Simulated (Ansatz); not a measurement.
## S_i (8-fold void) in BaLa2S4 (I-42d): charge-transition levels and formation energies

Wanted: the transition levels of a self-interstitial in BaLa2S4 (I-42d), from a cell of 56 host atoms with 1 S put in.

Main program and level: Ansatz 0.2.0; place-levels on PBEsol runs: charge-transition levels and formation energies with image-charge correction and potential alignment at the atomic sites.

### 1. Starting point

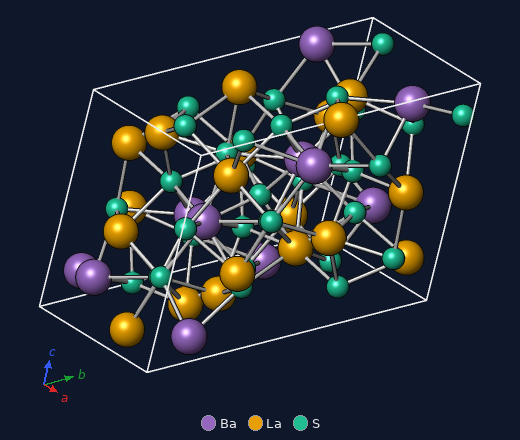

The cell as given, slightly off an axis (barium purple, lanthanum orange, sulfur teal). Some periodic images of atoms are drawn too.

The cell holds 57 atoms: 8 Ba, 16 La and 33 S. Its edges and angles: a = 12.447 Å, b = 12.447 Å, c = 12.477 Å, α = 59.9°, β = 59.9°, γ = 60.2°. It derives from BaLa2S4 (space group I-42d). Nearest the centre at fractional (0.504, 0.371, 0.879): S57 at 0.00 Å, S27 at 2.49 Å, S34 at 2.49 Å, S46 at 2.49 Å, S42 at 2.49 Å, Ba3 at 2.67 Å, Ba7 at 2.67 Å, La11 at 2.71 Å.

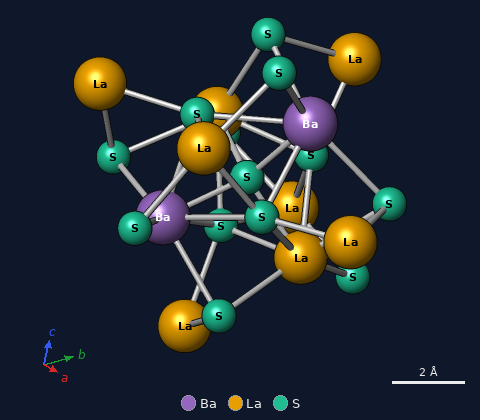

The atoms within 5 Å of the centre.

The host's dielectric constants go in as inputs: (7.76, 7.76, 7.54) for the electrons alone, (20.97, 20.97, 18.13) with the ions, from a response run on this crystal (DFPT, PBEsol) at that run's own cell.

The cell's shortest repeat is 12.4 Å.

### 2. The runs of each charge state

A transition level is the Fermi level at which two charge states cost the same, so each charge needs its own total energy, at its own relaxed structure.

Each atom starts 0.05 Å or so off its site in a random direction: a symmetric start keeps its symmetry, and would miss off-centre moves and Jahn–Teller distortions. Forces are taken at one point at (¼, ¼, ¼). The cell holds 2 electrons more than the neutral one, with a uniform background that keeps it neutral on the whole.

The sampling was tested on the host first: at the k-points planned (1x1x1 shifted 0.25 0.25 0.25) its energy lies 0.005 eV an atom from the dense-mesh value, under the bound of 0.02 eV set for this test; that bounds the host's error, not the defect's.

One of the inputs; charge, spin and start change from state to state.

File qm2.relax/input.yaml:

```yaml
crystal:
  lattice:
    - [0.0, 8.82241619, 8.7801378]
    - [8.82241619, 0.0, 8.7801378]
    - [8.82241619, 8.82241619, 0.0]
  atoms:
    - { symbol: Ba, position: [0.125, 0.625, 0.375] }
    - { symbol: Ba, position: [0.375, 0.875, 0.625] }
    - { symbol: Ba, position: [0.625, 0.125, 0.875] }
    - { symbol: Ba, position: [0.875, 0.375, 0.125] }
    - { symbol: Ba, position: [0.0, 0.0, 0.5] }
    - { symbol: Ba, position: [0.25, 0.25, 0.75] }
    - { symbol: Ba, position: [0.5, 0.5, 0.0] }
    - { symbol: Ba, position: [0.75, 0.75, 0.25] }
    - { symbol: La, position: [0.12368137, 1.00131863, 0.12631863] }
    - { symbol: La, position: [0.37368137, 0.25131863, 0.37631863] }
    - { symbol: La, position: [0.62368137, 0.50131863, 0.62631863] }
    - { symbol: La, position: [0.87368137, 0.75131863, 0.87631863] }
    - { symbol: La, position: [-0.00131863, 0.37631863, 0.37368137] }
    - { symbol: La, position: [0.24868137, 0.62631863, 0.62368137] }
    - { symbol: La, position: [0.49868137, 0.87631863, 0.87368137] }
    - { symbol: La, position: [0.74868137, 0.12631863, 0.12368137] }
    - { symbol: La, position: [0.25131863, 0.37368137, -0.00131863] }
    - { symbol: La, position: [0.50131863, 0.62368137, 0.24868137] }
    - { symbol: La, position: [0.75131863, 0.87368137, 0.49868137] }
    - { symbol: La, position: [1.00131863, 0.12368137, 0.74868137] }
    - { symbol: La, position: [0.12631863, 0.74868137, 1.00131863] }
    - { symbol: La, position: [0.37631863, -0.00131863, 0.25131863] }
    - { symbol: La, position: [0.62631863, 0.24868137, 0.50131863] }
    - { symbol: La, position: [0.87631863, 0.49868137, 0.75131863] }
    - { symbol: S, position: [0.23611748, 0.82415068, 0.34321553] }
    - { symbol: S, position: [0.48611748, 0.07415068, 0.59321553] }
    - { symbol: S, position: [0.73611748, 0.32415068, 0.84321553] }
    - { symbol: S, position: [0.98611748, 0.57415068, 0.09321553] }
    - { symbol: S, position: [0.07415068, 0.48611748, 0.84651631] }
    - { symbol: S, position: [0.32415068, 0.73611748, 0.09651631] }
    - { symbol: S, position: [0.57415068, 0.98611748, 0.34651631] }
    - { symbol: S, position: [0.82415068, 0.23611748, 0.59651631] }
    - { symbol: S, position: [0.21821553, 0.97151631, 0.86111748] }
    - { symbol: S, position: [0.46821553, 0.22151631, 0.11111748] }
    - { symbol: S, position: [0.71821553, 0.47151631, 0.36111748] }
    - { symbol: S, position: [0.96821553, 0.72151631, 0.61111748] }
    - { symbol: S, position: [0.11111748, 0.19915068, 0.22151631] }
    - { symbol: S, position: [0.36111748, 0.44915068, 0.47151631] }
    - { symbol: S, position: [0.61111748, 0.69915068, 0.72151631] }
    - { symbol: S, position: [0.86111748, 0.94915068, 0.97151631] }
    - { symbol: S, position: [0.19915068, 0.11111748, 0.46821553] }
    - { symbol: S, position: [0.44915068, 0.36111748, 0.71821553] }
    - { symbol: S, position: [0.69915068, 0.61111748, 0.96821553] }
    - { symbol: S, position: [0.94915068, 0.86111748, 0.21821553] }
    - { symbol: S, position: [0.09321553, 0.34651631, 0.57415068] }
    - { symbol: S, position: [0.34321553, 0.59651631, 0.82415068] }
    - { symbol: S, position: [0.59321553, 0.84651631, 0.07415068] }
    - { symbol: S, position: [0.84321553, 0.09651631, 0.32415068] }
    - { symbol: S, position: [0.09651631, 0.84321553, 0.73611748] }
    - { symbol: S, position: [0.34651631, 0.09321553, 0.98611748] }
    - { symbol: S, position: [0.59651631, 0.34321553, 0.23611748] }
    - { symbol: S, position: [0.84651631, 0.59321553, 0.48611748] }
    - { symbol: S, position: [0.22151631, 0.46821553, 0.19915068] }
    - { symbol: S, position: [0.47151631, 0.71821553, 0.44915068] }
    - { symbol: S, position: [0.72151631, 0.96821553, 0.69915068] }
    - { symbol: S, position: [0.97151631, 0.21821553, 0.94915068] }
  supercell: [1, 1, 1]
  defects:
    - { interstitial: { symbol: S, position: [0.503885, 0.371115, 0.878885] } }
total_charge: -2
basis:
  ecutwfc: 420
  xc_grid: 2
hamiltonian:
  xc: pbesol
kpoints:
  mp_grid: { grid: [1, 1, 1], shift: [0.25, 0.25, 0.25] }
scf:
  occupations: { method: fixed }
  max_iter: 80
output:
  forces: true
  charged_corrections:
    epsilon: [7.76, 7.76, 7.54]
    static_epsilon: [20.97, 20.97, 18.13]
relax:
  f_tol: 0.02
  max_steps: 80
  random_displacement: { amplitude: 0.05, seed: 1470 }
checkpoint:
  write: "../qm2.relax.run"
  compress: false
  write_wavefunctions: true
  write_every: 100000
```

The run is started by

```console
> ansatz run input.yaml --threads 4 --pin off --max-ram 14131MiB --backend cpu --events-out ev --progress --plain --runs-dir out
```

The relaxed structure is kept and the sampling changed to a 2×2×2 shifted mesh.

The run of this state that the levels use, under PBEsol:

File qm2.point/input.yaml:

```yaml
crystal:
  checkpoint: "../qm2.relax.run"
  host: checkpoint
total_charge: -2
basis:
  ecutwfc: 420
  xc_grid: 2
hamiltonian:
  xc: pbesol
kpoints:
  mp_grid: { grid: [2, 2, 2], shift: [0.5, 0.5, 0.5] }
scf:
  occupations: { method: fermi_dirac, width: 0.01 }
  max_iter: 80
output:
  forces: true
  eigenvalues: true
  charged_corrections:
    epsilon: [7.76, 7.76, 7.54]
    static_epsilon: [20.97, 20.97, 18.13]
    defect_position: [0.503885, 0.371115, 0.878885]
  eigenstates: { localisation: true }
  populations: true
  band_densities: [{ bands: [v1, v1] }, { bands: [c1, c1] }]
  write_density: true
  write_potential: true
  volumetric_format: npy
  elf: true
checkpoint:
  read: "../qm2.relax.run"
  write: "../qm2.point.run"
  compress: false
  write_wavefunctions: false
  write_every: 100000
```

Relaxations under PBEsol at one point at (¼, ¼, ¼); times on 4 threads of Arm Neoverse V1, shared host:

| charge | moment (μB) | occupations | outcome | steps | largest displacement against the far atoms (Å) | time |
| --- | --- | --- | --- | --- | --- | --- |
| −2 | 0 | fixed | converged | 6 | 0.36 | 2.2 min |
| −1 | 1 | fixed | converged | 11 | 0.39 | 7.6 min |
| 0 | 0 | fixed | converged | 10 | 0.83 | 3.3 min |
| +1 | 1 | fixed | converged | 12 | 0.78 | 9 min |
| −2 | 2 | fixed | converged | 10 | 0.38 | 7.4 min |

Single points under PBEsol at a 2×2×2 shifted mesh; times on 4 threads of Arm Neoverse V1, shared host:

| charge | moment (μB) | occupations | outcome | time |
| --- | --- | --- | --- | --- |
| −2 | 0 | fermi-dirac | converged | 3 min |
| −1 | 1 | fermi-dirac | converged | 5.9 min |
| 0 | 0 | fermi-dirac | converged | 2.9 min |
| +1 | 1 | fermi-dirac | converged | 5.8 min |
| −2 | 2 | fermi-dirac | converged | 6.8 min |

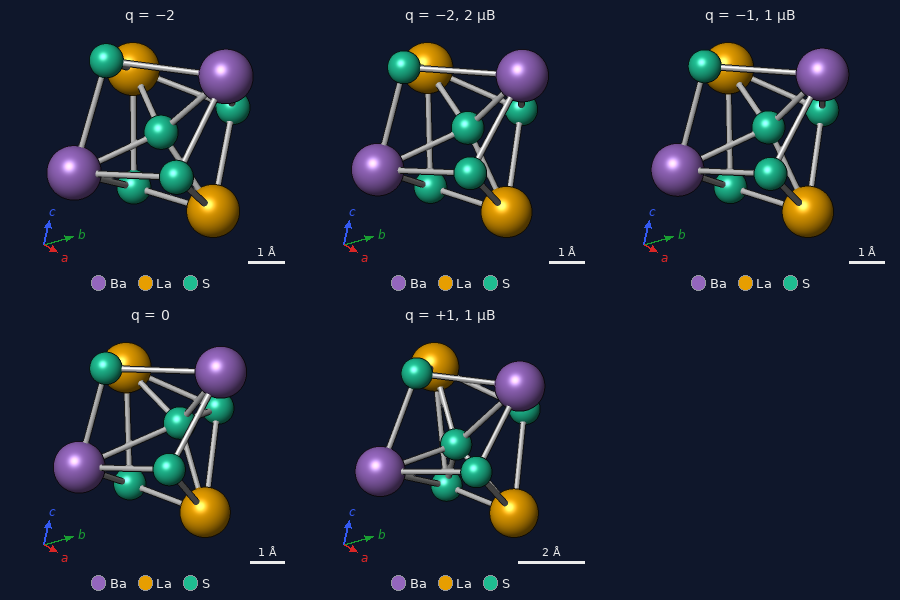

The structures near the centre after relaxation with PBEsol, by charge.

Distances (Å) from S57 to the nearest atoms after relaxation with PBEsol:

| charge | moment (μB) | 1. | 2. | 3. | 4. | 5. | 6. |
| --- | --- | --- | --- | --- | --- | --- | --- |
| −2 | 0 | La 2.67 | La 2.67 | Ba 2.78 | Ba 2.79 | S 2.82 | S 2.83 |
| −2 | 2 | S 2.44 | La 2.70 | La 2.71 | Ba 2.75 | S 2.88 | S 2.91 |
| −1 | 1 | S 2.43 | La 2.70 | La 2.71 | Ba 2.75 | S 2.88 | S 2.91 |
| 0 | 0 | S 2.09 | La 2.74 | La 2.75 | Ba 2.75 | S 2.96 | S 2.98 |
| +1 | 1 | S 2.11 | S 2.69 | La 2.76 | La 2.76 | Ba 2.84 | S 3.05 |

### 3. Placing the levels, PBEsol

A charged cell interacts with its images and the background, and its potential has another zero than the host's. place-levels removes the first by a point-charge model, screened by the static dielectric constant since the ions have relaxed around the charge, and the second by comparing potentials at atoms far from the defect.

The host is a run of the defect-free crystal in the same cutoffs, grids and k-points, so that basis and sampling errors cancel in part in the differences. Its band edges come from a run of the primitive cell that searches the zone for them. Chemical potentials are energies per atom of S (S12 rings, Pnnm, not the stable S8 form), run with the same functional and cutoff.

File levels.point.yaml:

```yaml
host:
  run: host.point.run
  levels_from: { run: edges.point.run }
states: [qm2.point.run, qm1_M1.point.run, q0.point.run, qp1_M1.point.run, qm2_M2.point.run]
geometry_from:
  qm2.point.run: qm2.relax.run
  qm1_M1.point.run: qm1_M1.relax.run
  q0.point.run: q0.relax.run
  qp1_M1.point.run: qp1_M1.relax.run
  qm2_M2.point.run: qm2_M2.relax.run
  host.point.run: host.relax.run
chemical_potentials:
  S:
    energy: -884.879081
    dataset: "<sha256 of the dataset>"
epsilon: [7.76, 7.76, 7.54]
static_epsilon: [20.97, 20.97, 18.13]
vertical:
  - { from: qm2.point.run, to: qm2.point_neutral.run }
  - { from: qm1_M1.point.run, to: qm1_M1.point_neutral.run }
  - { from: qp1_M1.point.run, to: qp1_M1.point_neutral.run }
  - { from: qm2_M2.point.run, to: qm2_M2.point_neutral.run }
```

The run is started by

```console
> ansatz place-levels levels.point.yaml -- --threads 4 --pin off --max-ram 14131MiB
```

Numbers of over 12 decimals in the logs are rounded to 6 here.

Output:

```text
[... repeated set-up lines and file paths are left out, and long positions are rounded to six places ...]
(+1/0) 0.329 eV above the valence edge, 1.596 eV under the conduction edge
(0/-1) 2.067 eV above the valence edge, in the conduction band; not on the lower envelope
(-1/-2) 1.544 eV above the valence edge, 0.381 eV under the conduction edge; not on the lower envelope
(0/-2) 1.805 eV above the valence edge, 0.119 eV under the conduction edge: charges between them are lowest nowhere
formation energy of charge +1: +1.070 eV with the Fermi level at the valence edge
formation energy of charge 0: +1.398 eV with the Fermi level at the valence edge
formation energy of charge -1: +3.465 eV with the Fermi level at the valence edge
formation energy of charge -2: +5.009 eV with the Fermi level at the valence edge
vertical -2 to 0: no energy, since no alignment is typed
  the change from vertical[0].from (qm2.point.run) to vertical[0].to (qm2.point_neutral.run): by its potential at epsilon [7.76, 7.76, 7.54] it stands at 0.457 0.368 0.833, with an rms radius of about 3.7 Å (2.2 2.1 2.2 Å across the planes of the cell's [...]
vertical -1 to 0: no energy, since no alignment is typed
  the change from vertical[1].from (qm1_M1.point.run) to vertical[1].to (qm1_M1.point_neutral.run): by its spins about the atoms it stands at 0.399 0.496 0.846, with an rms radius of about 3.2 Å (2.0 2.1 1.4 Å across the planes of the cell's vectors); [...]
vertical +1 to 0: no energy, since no alignment is typed
  the change from vertical[2].from (qp1_M1.point.run) to vertical[2].to (qp1_M1.point_neutral.run): by its spins about the atoms it stands at 0.316 0.607 0.814, with an rms radius of about 3.1 Å (1.9 2.2 1.1 Å across the planes of the cell's vectors); [...]
vertical -2 to 0: no energy, since no alignment is typed
  the change from vertical[3].from (qm2_M2.point.run) to vertical[3].to (qm2_M2.point_neutral.run): by its potential at epsilon [7.76, 7.76, 7.54] it stands at 0.382 0.471 0.842, with an rms radius of about 5.2 Å (3.2 3.3 2.5 Å across the planes of the cell's [...]
  edges by pbesol of host.levels_from (edges.point.run), its mesh sampled to repeats of 38.14 Å (the valence edge +0.079 eV and the conduction edge -0.143 eV from those of the host's own run), gap 1.925 eV; the host is sampled to repeats of 24.89 Å
  the defect's cells are sampled to repeats of 24.89 Å, like sampling
  charge +1: -174815.4529 eV with its correction of +0.237 eV, at epsilon [20.97, 20.97, 18.13], aligned at sites: +0.1427 eV, mean over 18 atomic sites at or beyond 6.22 Å from the defect at [0.5039, 0.3711, 0.8789], with +0.000000 for the charge's moments [...]
  charge 0: +0.000 eV for its dipole among its images, +0.000 omitted
  charge -1: -174795.1208 eV with its correction of -0.082 eV, at epsilon [20.97, 20.97, 18.13], aligned at sites: +0.1761 eV, mean over 18 atomic sites at or beyond 6.22 Å from the defect at [0.5039, 0.3711, 0.8789], with +0.000000 for the charge's moments [...]
  charge -2: -174784.6082 eV with its correction of -0.000 eV, at epsilon [20.97, 20.97, 18.13], aligned at sites: +0.1877 eV, mean over 18 atomic sites at or beyond 6.22 Å from the defect at [0.5039, 0.3711, 0.8789], with +0.000000 for the charge's moments [...]
  charge -2: states[4] (qm2_M2.point.run) stands 0.739 eV higher, with a moment of 2.00 μB against 0.00
  states[4] (qm2_M2.point.run): levels filled in part (TS 0.006 eV): its energy is of no whole electron's
  of states[3] (qp1_M1.point.run): it parts from the run at its places by a charge that spreads by about 2.2 Å along one vector (1.8 Å or more is wide), by the spins about the atoms, where the cell does not tell a trapped carrier from a band state. [...]
  of states[2] (q0.point.run): its displacements don't fall off away from the defect: farther atoms stand 0.043 Å off the host's places. [...]
  of states[1] (qm1_M1.point.run): it parts from the run at its places by a charge that spreads by about 2.1 Å along one vector (1.8 Å or more is wide), by the spins about the atoms, where the cell does not tell a trapped carrier from a band state. [...]
  of states[0] (qm2.point.run): it parts from the run at its places by a charge that spreads by about 2.2 Å along one vector (1.8 Å or more is wide), by its potential at epsilon [7.76, 7.76, 7.54], taken for that of held ions (one typed too small widens it), [...]
  of states[4] (qm2_M2.point.run): it parts from the run at its places by a charge that spreads by about 3.3 Å along one vector (1.8 Å or more is wide), by its potential at epsilon [7.76, 7.76, 7.54], taken for that of held ions (one typed too small widens [...]
  of vertical[0].from (qm2.point.run): its displacements don't fall off away from the defect: farther atoms stand 0.036 Å off the host's places. [...]
  of vertical[0].to (qm2.point_neutral.run): its displacements don't fall off away from the defect: farther atoms stand 0.036 Å off the host's places. [...]
  of vertical[1].from (qm1_M1.point.run): its displacements don't fall off away from the defect: farther atoms stand 0.038 Å off the host's places. [...]
  of vertical[1].to (qm1_M1.point_neutral.run): its displacements don't fall off away from the defect: farther atoms stand 0.038 Å off the host's places. [...]
  of vertical[2].from (qp1_M1.point.run): its displacements don't fall off away from the defect: farther atoms stand 0.038 Å off the host's places. [...]
  of vertical[2].to (qp1_M1.point_neutral.run): its displacements don't fall off away from the defect: farther atoms stand 0.038 Å off the host's places. [...]
  vertical[3].from (qm2_M2.point.run): levels filled in part (TS 0.006 eV): its energy is of no whole electron's
  of vertical[3].from (qm2_M2.point.run): its displacements don't fall off away from the defect: farther atoms stand 0.036 Å off the host's places. [...]
  of vertical[3].to (qm2_M2.point_neutral.run): its displacements don't fall off away from the defect: farther atoms stand 0.036 Å off the host's places. [...]
```

Elapsed: 0.61 s, on 4 threads of Arm Neoverse V1, shared host.

(Continued in part 2 of 2.)

[Logs are printed without paths, hosts, clocks, repeated set-up lines and the standing remarks that a program may print on its own settings, such as how far it seeks lower states.]

[Hosts, paths, dates, database ids (printed as entryN), source tags and the programs' standing remarks are cut or masked in the printed files.]

[Where a table of states has a column of steps, it counts the stored structures, which are thinned; the runs took as many ionic steps or more.]

[A defect's name tells the site on which it was built; relaxed atoms can leave that site.]

[For some hosts the program warned that the k-mesh of the response run may be too coarse for force constants and the static dielectric constant; such warnings are not shown here.]
